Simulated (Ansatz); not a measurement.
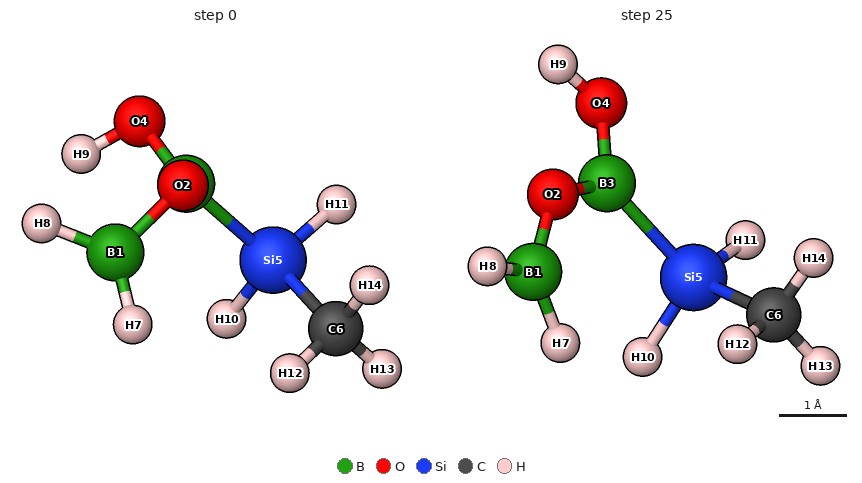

The structure of CH$_{8}$B$_{2}$O$_{2}$Si before (left) and after (right) a relaxation, at one scale.

Style: ball-and-stick. Shown from a free direction.

The run prepares an end point of a later path (hydrogen shift) calculation, from a guessed geometry.

Computed with Ansatz, RKS revPBE-D4/def2-SVP. Set-up: no spin polarisation; force threshold 0.02 eV/Å; at most 50 steps.

### Describe what moved and what it gained.

The atom that moves furthest after the best rigid fit is H9 (1.60 Å). By element the largest moves are H 1.60 Å, O 1.07 Å, B 0.41 Å, Si 0.31 Å, C 0.27 Å. Some distances before and after: B1–O2 1.467 → 1.368 Å, B1–H7 1.136 → 1.221 Å, Si5–H10 1.443 → 1.510 Å, B3–Si5 1.981 → 2.047 Å. Bond angles that change, for instance: B1–O2–B3 104.5° → 127.9°, B3–O4–H9 100.9° → 110.9°, O2–B3–O4 124.0° → 116.5°. Groups turn about B1–O2 by about 95°, B3–O4 by about 85°, O2–B3 by about 75°. After 24 accepted moves (25 points after the start) the energy has fallen by 45.6 kcal/mol. Largest force component: 3.9 eV/Å at the start, 0.012 eV/Å at the end. The line search rejected the trial step at point 22 of the run. Cost: 51 s on 2 threads of Intel(R) Xeon(R) Platinum 8488C (Sapphire Rapids) (shared host), peak memory 0.19 GiB.
